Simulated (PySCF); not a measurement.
Molecule: C₅H₁₂Si, SMILES [SiH3]/C=C\C(C)C. Atoms near the plane z = 0.0 Å, at the GFN2-xTB optimised geometry (x, y, z in Å): C1 (1.9, 0.9, 0.0), C2 (0.4, 0.9, 0.0), C3 (-0.1, 2.4, 0.0), Si6 (-1.5, -1.8, -0.4), H7 (2.3, -0.1, 0.0), H8 (2.3, 1.5, -0.9), H9 (2.3, 1.4, 0.9), H10 (0.1, 0.4, -0.9), H11 (0.2, 2.9, 0.9), H12 (-1.2, 2.4, 0.0), H13 (0.2, 2.9, -0.9), H16 (-2.3, -2.9, 0.1).

Calculation: PBE/def2-SVP run with PySCF. Cells within 0.4 Å of a nucleus heavier than hydrogen are left out (blank, or x). The values are rescaled to run from 0 to 1.

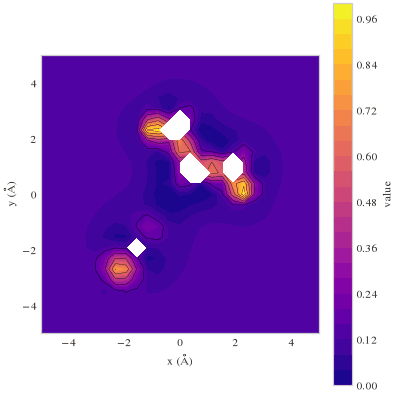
Figure: a field on the plane z = 0.0 Å.

Task: Which quantity is mapped?
(A) electron localisation function
(B) deformation density (molecule minus spherical neutral atoms)
(C) Laplacian of the electron density
(D) an orbital amplitude

Result: B, deformation density (molecule minus spherical neutral atoms). In full: deformation density (molecule minus spherical neutral atoms) (e/bohr³).
